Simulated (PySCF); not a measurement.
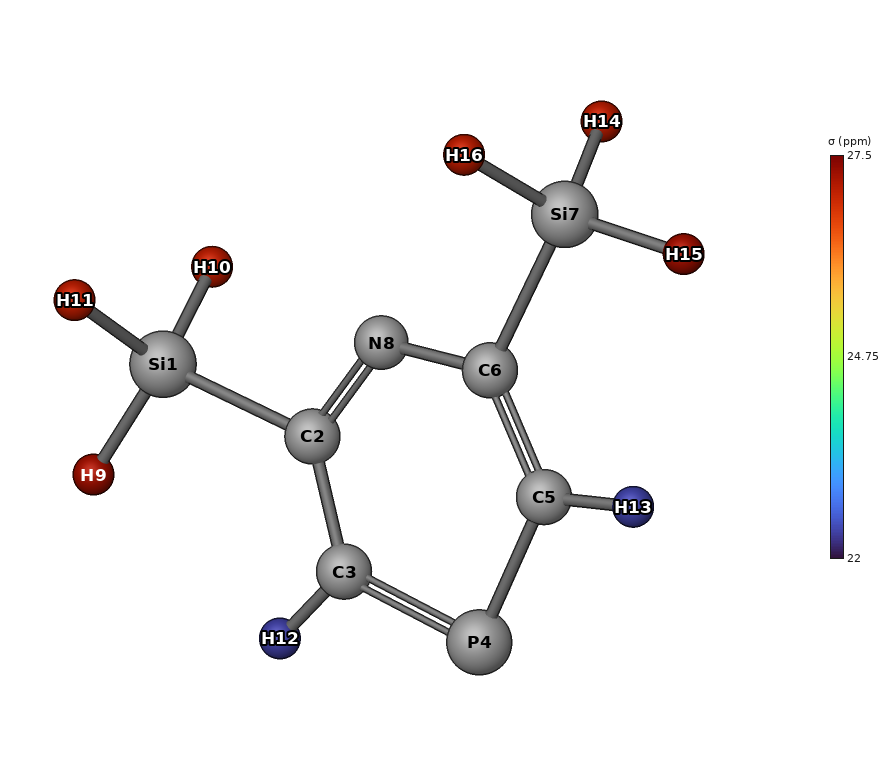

Atoms are coloured by their isotropic NMR shieldings (H only, the others grey). Computed geometry: GFN2-xTB optimisation. No frequency run is at hand to confirm it as a minimum. Level of theory: GIAO PBE0/pcSseg-1 NMR shielding, non-relativistic, gas phase (PySCF 2.14.0).

List the isotropic NMR shieldings of the H atoms.

```tsv
atom	σ (ppm)
H9	27.25
H10	27.06
H11	27.06
H12	22.36
H13	22.37
H14	27.06
H15	27.24
H16	27.06
```

The geometry is semi-empirical. Around P, Si such bond lengths and angles can be off by a tenth of an ångström or more and by several degrees, and values that hang on the shape move with them.
